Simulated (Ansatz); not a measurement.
**A computed series for Sn: pressure series**

Base system: Sn in the diamond structure (space group Fd-3m, No. 227).

```
Sn
1.0
    0.00000     3.27009     3.27009
    3.27009     0.00000     3.27009
    3.27009     3.27009     0.00000
Sn
2
Cartesian
  0.00000   0.00000   0.00000
  1.63505   1.63505   1.63505
```

Cell and atoms are relaxed at each pressure.

All numbers come from DFT with PBEsol, PAW potentials and a 420 eV plane-wave cutoff in Ansatz (a first-principles code), no spin-orbit coupling.

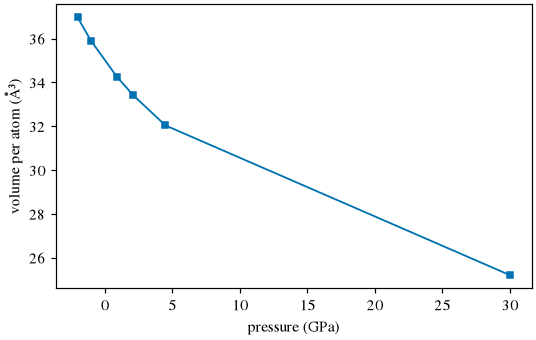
Figure: Volume against pressure

Estimate the zero-pressure bulk modulus from the plot.

About 41 GPa; a third-order Birch–Murnaghan fit to the points gives V₀ = 34.97 Å³/atom, B₀ = 41 GPa and B₀′ = 4.8.

Measured bulk modulus of Sn: 42.8 GPa (static lattice; corrected from measurement; as listed in Daniel Mejia-Rodriguez, S. B. Trickey, Phys. Rev. B (2018)); the computed value is 3 % below it.

Load acts through the strain it causes; cell and atoms are relaxed under it. Stability against distortions was not tested. Tetrahedral semiconductors of this kind turn to denser phases somewhere between about 1 and 50 GPa; those were not computed, so compressed cells here can lie past the real transition.
